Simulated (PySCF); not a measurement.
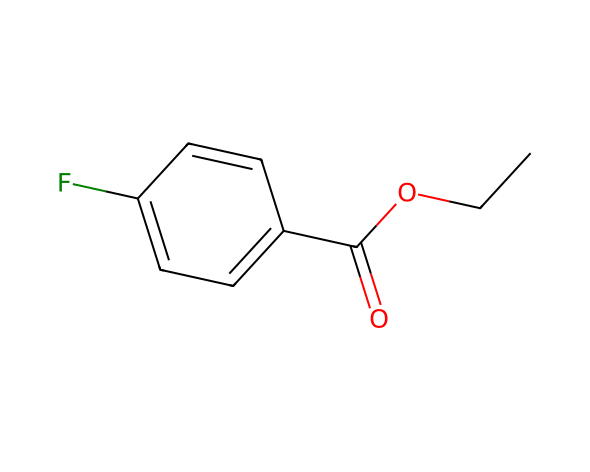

Skeletal drawing of a molecule.

Give its SMILES.

Answer. CCOC(=O)c1ccc(F)cc1

What is the molecular formula?

Answer. C9H9FO2.

The parts below concern this one geometry. Atoms keep their numbers from picture to picture. The computed structure is the end point of a PBE0-D3(BJ)/def2-SVP optimisation. No frequency run is at hand to confirm it as a minimum.

### Shape

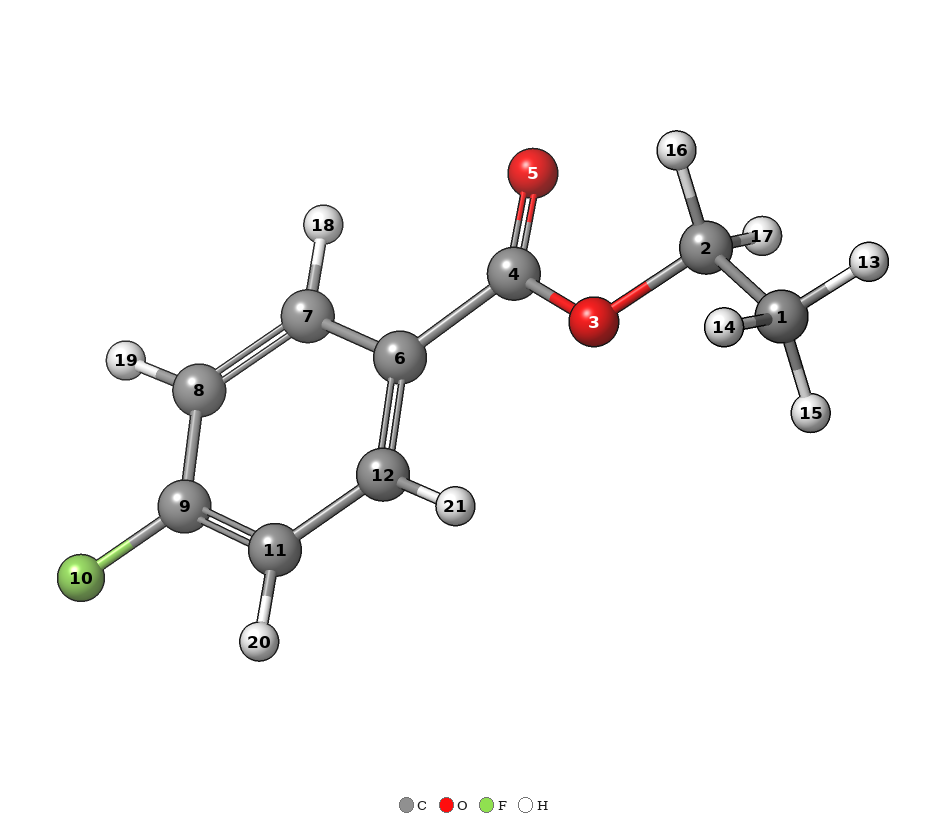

No frequency run is at hand to confirm it as a minimum.

Give these bond angles: C1–C2–H17, C2–C1–H13, C2–C1–H14, C2–C1–H15, O3–C2–H16, O3–C2–H17, O3–C4–O5, C6–C7–C8, C8–C7–H18, C8–C9–F10, C8–C9–C11, C9–C11–C12.

| angle | degrees |
| --- | --- |
| C1–C2–H17 | 112.0 |
| C2–C1–H13 | 110.1 |
| C2–C1–H14 | 110.9 |
| C2–C1–H15 | 110.9 |
| O3–C2–H16 | 108.9 |
| O3–C2–H17 | 108.9 |
| O3–C4–O5 | 123.2 |
| C6–C7–C8 | 120.5 |
| C8–C7–H18 | 121.1 |
| C8–C9–F10 | 119.0 |
| C8–C9–C11 | 122.0 |
| C9–C11–C12 | 118.8 |

### Spin–spin coupling

No frequency run is at hand to confirm it as a minimum. Properties computed with B3LYP/pcJ-1 indirect spin-spin coupling, non-relativistic, gas phase (PySCF 2.14.0). Isotopes: 13C, 19F, 1H, 17O.

Give the spin–spin coupling constants of these pairs, with the number of bonds between them: C9/F10, F10/C11, F10/H20, F10/H19, F10/C12.

```csv
pair,bonds apart,J (Hz)
"C9, F10",1,−323.2
"F10, C11",2,19.5
"F10, H20",3,8.7
"F10, H19",3,8.8
"F10, C12",3,6.9
```

Density functionals are unreliable for couplings to fluorine, so those rows may be far off.

### Ring current

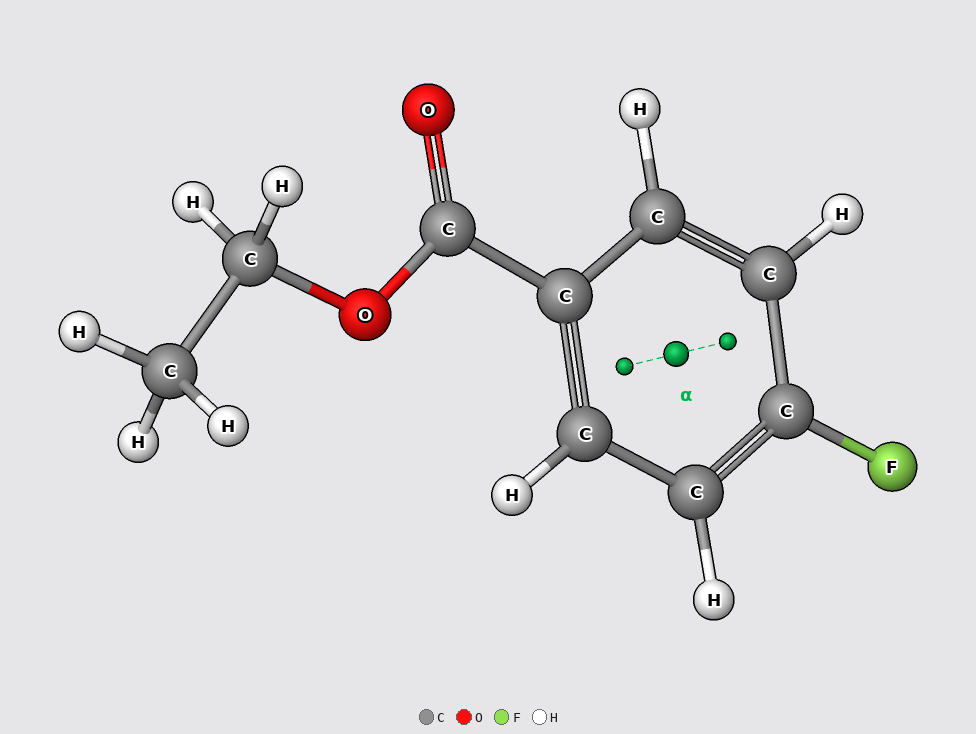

The small points mark where nucleus-independent chemical shifts (NICS) were computed: at the centre of each lettered ring and 1 Å above and below it. No frequency run is at hand to confirm it as a minimum. Level of theory: GIAO mPW1PW91/pcSseg-2 NMR shielding, non-relativistic, gas phase (PySCF 2.14.0).

Give NICS(0), NICS(1) and the out-of-plane component NICS(1)zz for each ring (means of the two sides).

```csv
ring,members,NICS(0),NICS(1),NICS(1)zz
α,C6,−9.7,−9.8,−26.3
```

Values in ppm.

What do the values say about the ring currents?

Answer. Ring α: diatropic, as in an aromatic ring. NICS is one index among several.

### Excitation

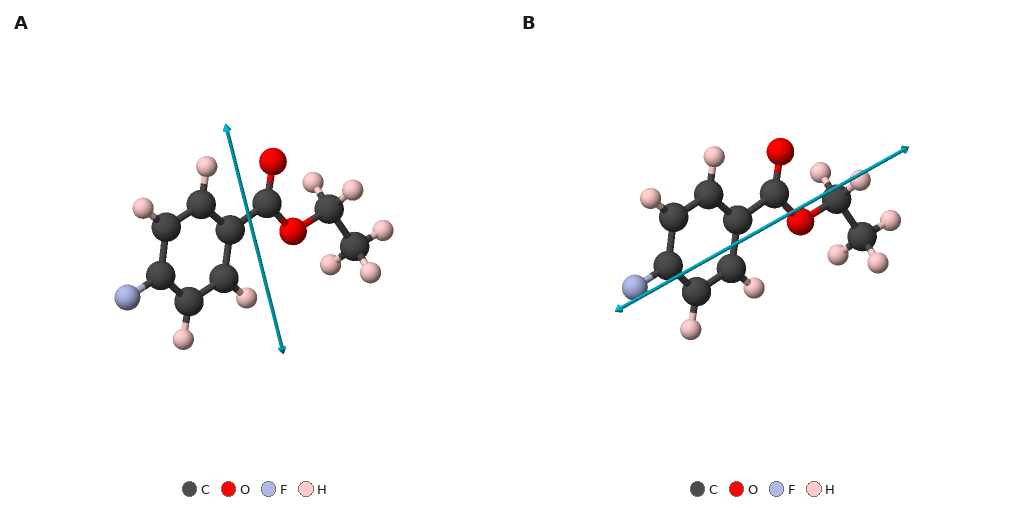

The double arrows show the directions of two transition dipoles from the ground state (lengths mean nothing). No frequency run is at hand to confirm it as a minimum. Method: TDDFT CAM-B3LYP/def2-SVPD, vertical, gas phase, core orbitals frozen in the response (PySCF 2.14.0).

One belongs to singlet state 5 and one to singlet state 6. Which is which?

Answer. A: state 6, 7.19 eV (172 nm), oscillator strength 0.16, mainly HOMO−3 → LUMO (weight 0.88).
B: state 5, 6.85 eV (181 nm), oscillator strength 0.67, mainly HOMO−1 → LUMO+1 (weight 0.84).

### Quadrupole coupling

No frequency run is at hand to confirm it as a minimum. Electric field gradients from the ground-state density, PBE0/pcSseg-1 (PySCF 2.14.0), non-relativistic apart from any core potentials.

Give the largest field-gradient component, the quadrupole coupling constant and the asymmetry for 17O at O3 (Q = −25.6 mb), 17O at O5 (Q = −25.6 mb), 2H at H13 (Q = 2.86 mb), 2H at H14 (Q = 2.86 mb), 2H at H15 (Q = 2.86 mb), 2H at H16 (Q = 2.86 mb).

```json
{"atom": "O3", "V_zz (a.u.)": "1.680", "e²qQ/h (MHz)": "−10.10", "η": "0.41"}
{"atom": "O5", "V_zz (a.u.)": "−1.586", "e²qQ/h (MHz)": "9.54", "η": "0.12"}
{"atom": "H13", "V_zz (a.u.)": "0.292", "e²qQ/h (MHz)": "0.196", "η": "0.03"}
{"atom": "H14", "V_zz (a.u.)": "0.291", "e²qQ/h (MHz)": "0.196", "η": "0.03"}
{"atom": "H15", "V_zz (a.u.)": "0.291", "e²qQ/h (MHz)": "0.196", "η": "0.03"}
{"atom": "H16", "V_zz (a.u.)": "0.276", "e²qQ/h (MHz)": "0.185", "η": "0.10"}
```
